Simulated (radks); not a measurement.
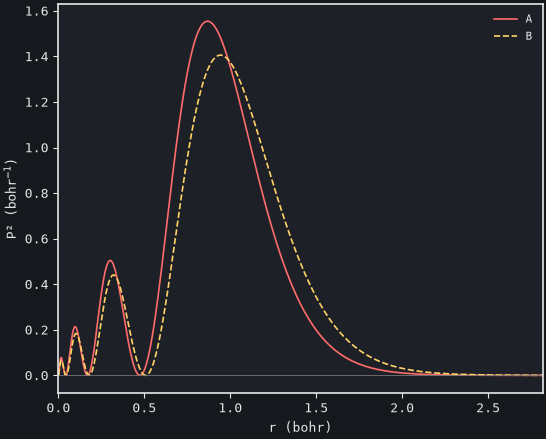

Two nuclei with the same 32 electrons, [Ar] 3d10 4s2 4p2 (high spin), were computed: Mo¹⁰⁺; Ru¹²⁺. Level of theory: scalar-relativistic Kohn-Sham, r2SCAN, spin-polarised, spherical densities, finite nucleus. Computed with the in-house radial solver radks.

The plot shows P² of the 4s up orbital in both runs (large components where relativistic).

Assign A and B.

A is Ru¹²⁺ (⟨r⟩ = 0.918 bohr, eigenvalue −296.7 eV); B is Mo¹⁰⁺ (⟨r⟩ = 1.01 bohr, eigenvalue −229.9 eV). The larger nuclear charge pulls the orbital in.
